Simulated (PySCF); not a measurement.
# C$_{4}$H$_{6}$F$_{2}$Si (Si(vinyl)2F2): what the fields show

| atom | x (Å) | y (Å) | z (Å) |
| --- | --- | --- | --- |
| Si | -0.4674 | 0.4238 | -0.4725 |
| C | -0.7248 | 0.6670 | 1.3386 |
| C | -1.4420 | -0.1898 | 2.0757 |
| H | -0.2658 | 1.5321 | 1.8347 |
| H | -1.9211 | -1.0676 | 1.6285 |
| H | -1.5853 | -0.0522 | 3.1531 |
| C | 1.2880 | 0.2619 | -1.0177 |
| C | 1.7315 | -0.8289 | -1.6543 |
| H | 1.9951 | 1.0748 | -0.8077 |
| H | 1.0643 | -1.6660 | -1.8864 |
| H | 2.7744 | -0.9331 | -1.9736 |
| F | -1.1602 | 1.6472 | -1.2780 |
| F | -1.2561 | -0.9213 | -0.9182 |

Geometry: PBE0-D3(BJ)/def2-SVP.

Computed with PySCF, PBE0/pcSseg-1, SCF density, gas phase, non-relativistic.

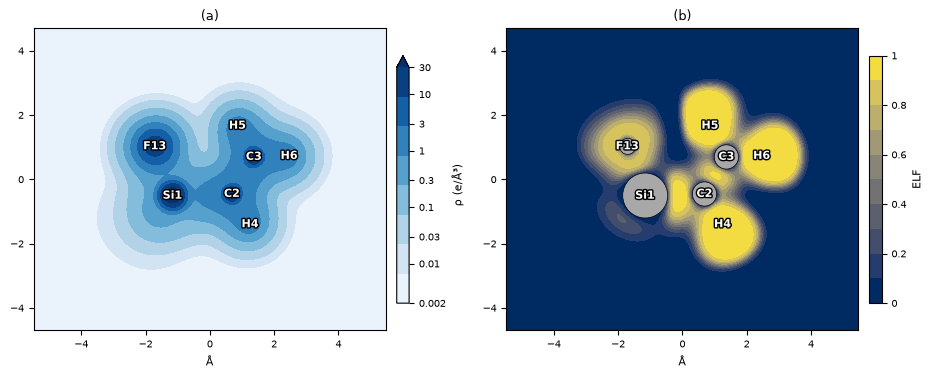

Figure 1. (a) electron density; (b) ELF on the plane of atoms C2, C3 and H6. Grey discs cover the atomic cores in the ELF map.

> Describe what can be read from this map.

Atoms in the plane: Si, C, H and F.
C–C (1.34 Å): ρ at the midpoint is about 2.2 e/Å³; the ELF peaks at about 0.90 between the atoms (a multiple bond).
Si–F (1.62 Å): the density is about 1 e/Å³ at the midpoint; the ELF peaks at about 0.85 in the valence shell of F, 0.6 Å from its nucleus, and is about 0.55 at the midpoint.
C–Si (1.85 Å): ρ at the midpoint is about 1 e/Å³; the ELF peaks at about 0.95 between the atoms; a shared electron pair.
C–H (1.10 Å): ρ at the midpoint is about 1.9 e/Å³; the ELF climbs to about 1 towards the hydrogen, as it does in any bond to H: a covalent bond by its length.
The ELF also peaks beside F13, away from the bonds: lone-pair regions.

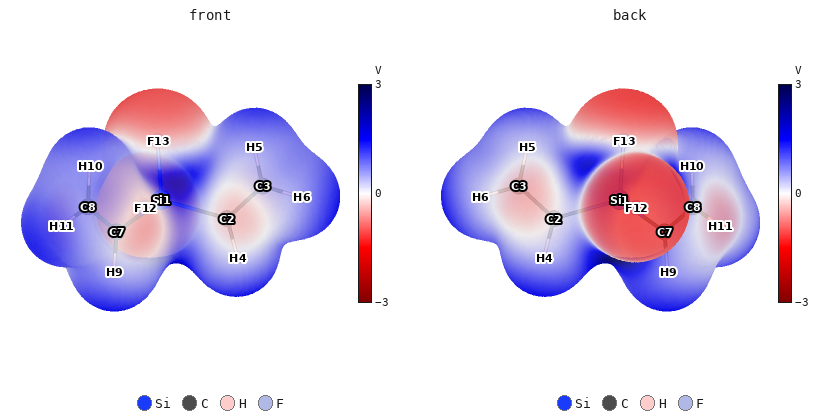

Figure 2. The electrostatic potential painted on the density surface at 0.004 e/bohr³, seen from the front and from behind; red is negative and blue positive.

> Where is the surface potential most negative and most positive?

The most negative region (about −1.2 V) lies over F12, the most positive (about +2.7 V) over Si1.
